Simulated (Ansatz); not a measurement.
H16CO7: several calculations on one system

**1. Relaxation**

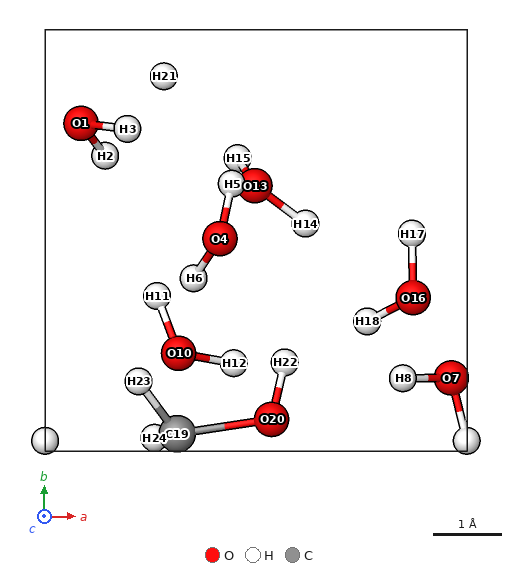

Starting structure of an amorphous cell of composition H16CO7. A ball-and-stick model of the cell of the calculation, seen along the c axis.

The cell holds 6 H2O + 1 CH3OH. The run prepares the start of a later molecular dynamics calculation, from a guessed geometry.

These are results of Ansatz, DFT PBE-D3(BJ), scalar-relativistic, plane waves, PAW, not measurements.

Input
```yaml
accuracy: low
crystal:
  lattice:
    - [6.274305, 0.0, 0.0]
    - [0.0, 6.274305, 0.0]
    - [0.0, 0.0, 6.274305]
  atoms:
    - { symbol: O, position: [0.0844082, 0.7775527, 0.335529] }
    - { symbol: H, position: [0.1416311, 0.7009321, 0.2143475] }
    - { symbol: H, position: [0.1942347, 0.7644915, 0.4432214] }
    - { symbol: O, position: [0.4139928, 0.5041731, 0.8371685] }
    - { symbol: H, position: [0.4417926, 0.634385, 0.7590522] }
    - { symbol: H, position: [0.351428, 0.4101314, 0.7319453] }
    - { symbol: O, position: [0.9626741, 0.1738137, 0.03949] }
    - { symbol: H, position: [0.8476907, 0.1730048, 0.1424865] }
    - { symbol: H, position: [0.9991857, 0.024721, 0.0231075] }
    - { symbol: O, position: [0.3157703, 0.232179, 0.2155869] }
    - { symbol: H, position: [0.2647487, 0.368165, 0.1632924] }
    - { symbol: H, position: [0.4465946, 0.2086806, 0.1370825] }
    - { symbol: O, position: [0.496913, 0.6297399, 0.4329587] }
    - { symbol: H, position: [0.6166763, 0.5399094, 0.3953108] }
    - { symbol: H, position: [0.4558321, 0.6951597, 0.2993072] }
    - { symbol: O, position: [0.8721386, 0.3642511, 0.6414723] }
    - { symbol: H, position: [0.8693128, 0.516235, 0.6145834] }
    - { symbol: H, position: [0.7631001, 0.3077451, 0.5479426] }
    - { symbol: C, position: [0.3125843, 0.0415112, 0.7437161] }
    - { symbol: O, position: [0.5362767, 0.0753987, 0.7594129] }
    - { symbol: H, position: [0.2808859, -0.1107614, 0.8209364] }
    - { symbol: H, position: [0.5674147, 0.210638, 0.6912837] }
    - { symbol: H, position: [0.2208117, 0.1655598, 0.8258377] }
    - { symbol: H, position: [0.2584617, 0.03193, 0.5777849] }
basis:
  ecutwfc: 420.0
kpoints:
  mp_grid: { grid: [1, 1, 1] }
hamiltonian:
  xc: pbe
  dispersion: d3bj
scf:
  occupations: { method: fermi_dirac, width: 0.05 }
  lower_state_search: "off"
relax:
  f_tol: 0.3
  max_steps: 15
  adjacent_minimum: "off"
```

Run as
```bash
ansatz run input.yaml --threads 1 --pin off --max-ram 3072MiB --backend cpu --events-out ev --progress --plain --runs-dir out
```

Predict the outcome.

Answer. The atom that moves furthest is H6 (1.91 Å along [−3 1 0]). By element the largest moves are H 1.91 Å, O 1.49 Å, C 0.64 Å. The cell stays as it was. Some distances before and after: O13–H14 0.969 → 1.019 Å, O10–H12 0.969 → 0.996 Å, O16–H17 0.969 → 0.992 Å, C19–O20 1.423 → 1.444 Å. Bond angles that change, for instance: H14–O13–H15 104.0° → 106.9°. After 14 geometry steps the energy has fallen by 158 meV per atom. The largest force component goes from 1 to 0.26 eV/Å. The run took 26 s on 1 thread of Arm Neoverse V1, on a shared host, peak memory 0.33 GiB.

The structure at the end:

```xyz
24
Lattice="6.2743 0.0000 0.0000 0.0000 6.2743 0.0000 0.0000 0.0000 6.2743" Properties=species:S:1:pos:R:3 pbc="T T T"
O     0.6486    4.6832    1.3611
H     0.8863    4.2844    0.4743
H     1.3972    4.4705    1.9539
O     1.1426    3.4927    5.2449
H     1.8335    3.6885    4.5774
H     0.3840    3.1299    4.7222
O     5.9878    0.8931    1.5643
H     5.2980    0.8967    0.8728
H     0.0718    6.2322    1.5082
O     2.5008    1.7888    1.4383
H     1.5299    1.6726    1.3260
H     2.8814    1.5881    0.5402
O     3.1749    3.8405    2.8755
H     3.0105    3.0670    2.2328
H     3.5990    4.5510    2.3602
O     5.3138    2.3637    3.8356
H     4.6556    3.0170    3.4840
H     5.5668    1.8209    3.0434
C     2.5724    0.4318    4.6063
O     3.6644    0.9214    5.4144
H     2.2559    5.7480    5.0234
H     4.2566    1.4824    4.8289
H     1.7187    1.1302    4.6373
H     2.8759    0.3063    3.5569
```

After the run, drawn alike:

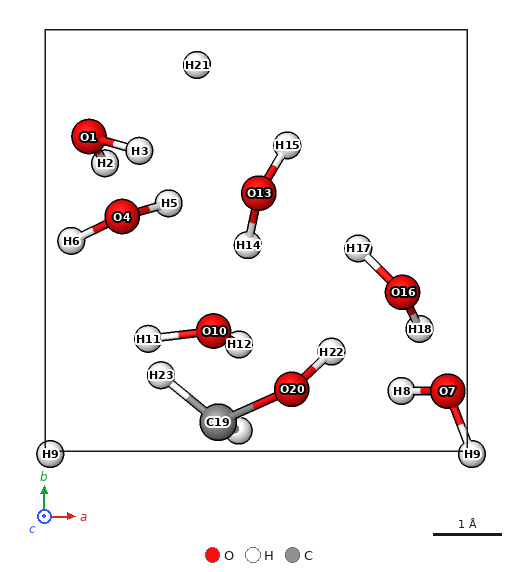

Limits of the set-up: the program's low-accuracy preset was used; the periodic images lie only 6.3 Å apart, so the values are limited by the cell's size.

**2. Dynamics**

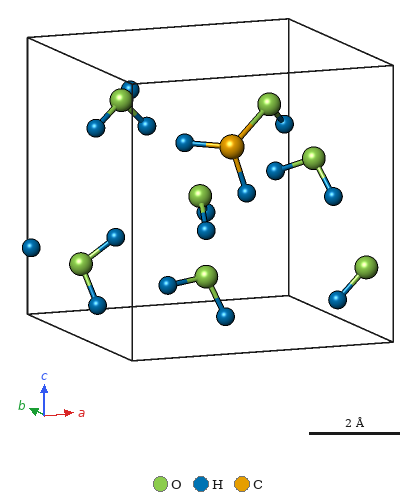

Starting frame of a dynamics run of a periodic cell with 6 H2O + 1 CH3OH at 0.942 g/cm³. The picture is a ball-and-stick view of the simulation cell, seen slightly off an axis.

The calculation used Ansatz, DFT PBE-D3(BJ), scalar-relativistic, plane waves, PAW.

Input
```yaml
accuracy: low
crystal:
  lattice:
    - [6.274305, 0.0, 0.0]
    - [0.0, 6.274305, 0.0]
    - [0.0, 0.0, 6.274305]
  atoms:
    - { symbol: O, position: [0.10338096, 0.74641375, 0.21693497] }
    - { symbol: H, position: [0.14126547, 0.68285446, 0.07559513] }
    - { symbol: H, position: [0.22268731, 0.7125066, 0.3114058] }
    - { symbol: O, position: [0.18211475, 0.55666149, 0.83593369] }
    - { symbol: H, position: [0.29221689, 0.5878764, 0.72954439] }
    - { symbol: H, position: [0.06119609, 0.49884981, 0.75262074] }
    - { symbol: O, position: [0.95434066, 0.14234881, 0.24931992] }
    - { symbol: H, position: [0.84438869, 0.14291811, 0.13910684] }
    - { symbol: H, position: [1.01144881, -0.00671009, 0.24038155] }
    - { symbol: O, position: [0.39857322, 0.28509609, 0.22924276] }
    - { symbol: H, position: [0.24383862, 0.26658388, 0.21133544] }
    - { symbol: H, position: [0.45923022, 0.25310807, 0.08610277] }
    - { symbol: O, position: [0.50601969, 0.61209624, 0.45829189] }
    - { symbol: H, position: [0.47981122, 0.48881704, 0.35585983] }
    - { symbol: H, position: [0.5736154, 0.72533872, 0.37616868] }
    - { symbol: O, position: [0.84690765, 0.37672112, 0.61131336] }
    - { symbol: H, position: [0.74200944, 0.48085095, 0.55528395] }
    - { symbol: H, position: [0.88724312, 0.29021585, 0.48506109] }
    - { symbol: C, position: [0.4099951, 0.06882246, 0.73414559] }
    - { symbol: O, position: [0.58402788, 0.14684889, 0.86294357] }
    - { symbol: H, position: [0.3595481, -0.08388499, 0.80063408] }
    - { symbol: H, position: [0.67841283, 0.23627202, 0.76963781] }
    - { symbol: H, position: [0.27393138, 0.18012922, 0.73908828] }
    - { symbol: H, position: [0.45835591, 0.0488115, 0.56690426] }
basis:
  ecutwfc: 420.0
kpoints:
  mp_grid: { grid: [1, 1, 1] }
hamiltonian:
  xc: pbe
  dispersion: d3bj
scf:
  occupations: { method: fermi_dirac, width: 0.05 }
  lower_state_search: "off"
md:
  timestep: 0.5
  n_steps: 300
  ensemble: nvt_langevin
  temperature: 300.0
  initial_velocities: maxwell_boltzmann
  seed: 23343
  friction: 0.02
```

Run as
```bash
ansatz run input.yaml --threads 1 --pin off --max-ram 3072MiB --backend cpu --events-out ev --progress --plain --runs-dir out
```

Question: Predict how the run goes.

Answer: The mean temperature in the second half is 246 K (standard deviation 32 K). The potential energy in the second half lies on average 31.1 meV per atom above the first frame. In the second half of the run the atoms are, in the root-mean-square, this far from where they began (common drift taken out): H 0.46 Å, O 0.29 Å, C 0.25 Å. The heavy atoms stay within a fraction of a molecule's size of their starting places; so short a run doesn't tell a liquid from a solid.

Along the run (each row but the first and the last is the mean over the interval that it begins):

```
time (fs)  potential energy (meV/atom)  T (K)
      0.0                          0.0    288
     15.0                         24.1    239
     30.0                         32.2    278
     45.0                         34.3    266
     60.0                         35.5    281
     75.0                         34.1    246
     90.0                         30.8    226
    105.0                         31.2    229
    120.0                         28.4    272
    135.0                         31.1    258
    150.0                         33.4    261
```

The paths of the atoms:

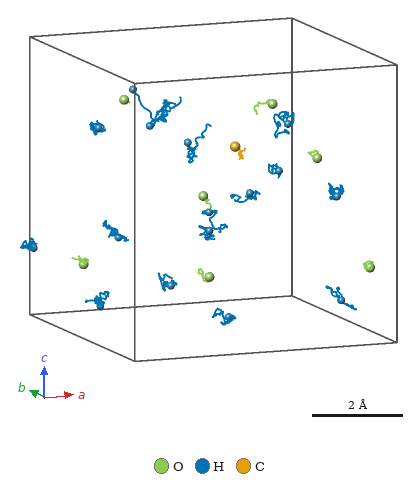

Limits of the set-up: the program's low-accuracy preset was used; the periodic images lie only 6.3 Å apart, so the values are limited by the cell's size.

Cost: 6.4 min on 1 thread of Arm Neoverse V1, on a shared host, peak memory 0.37 GiB.

**3. Dynamics**

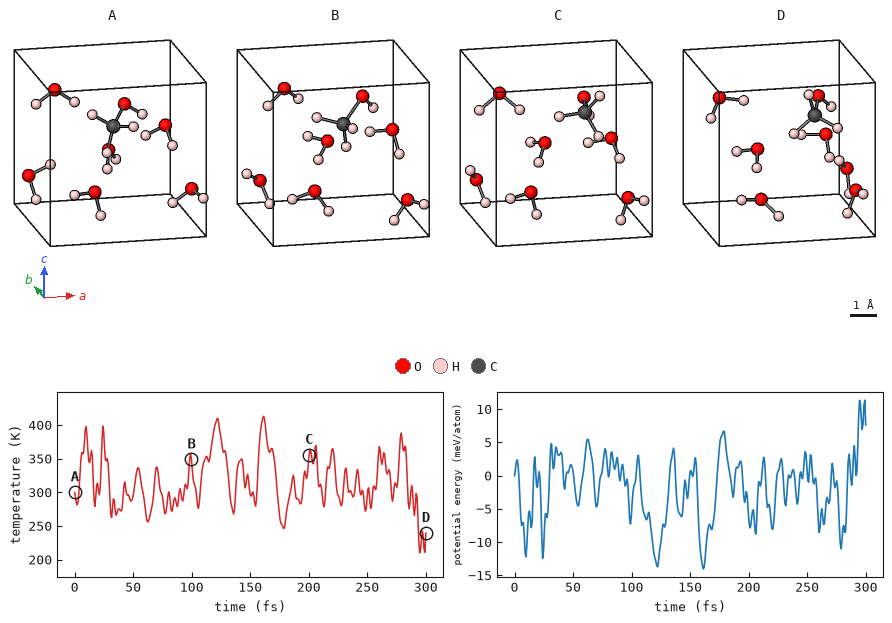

First-principles dynamics of a periodic cell with 6 H2O + 1 CH3OH at 0.942 g/cm³, 300 fs long. It starts from the last geometry of an earlier run, with fresh velocities. Frames (A at 0 fs, B at 100 fs, C at 200 fs, D at 300 fs) and the history of the run. The picture is a ball-and-stick view of the simulation cell, seen slightly off an axis. Atoms that leave the cell re-enter on the other side.

Theory: Ansatz, DFT PBE-D3(BJ), scalar-relativistic, plane waves, PAW. Settings: plane-wave cutoff 420 eV; k-point mesh 1 × 1 × 1; Fermi-Dirac smearing 0.05 eV; low-accuracy preset; constant energy (NVE); velocities drawn for 300 K; time step 0.75 fs.

> What do the frames and curves show?

Over the second half the temperature averages 314 K (spread ±40 K). The potential energy in the second half lies on average 1.7 meV per atom below the first frame. In the second half of the run the atoms are, in the root-mean-square, this far from where they began (common drift taken out): C 1.24 Å, H 0.97 Å, O 0.56 Å. The heavy atoms stay within a fraction of a molecule's size of their starting places; so short a run doesn't tell a liquid from a solid.

Limits of the set-up: the program's low-accuracy preset was used; the periodic images lie only 6.3 Å apart, so the values are limited by the cell's size.

Cost: 8 min on 1 thread of Arm Neoverse V1 (shared host), peak memory 0.38 GiB.
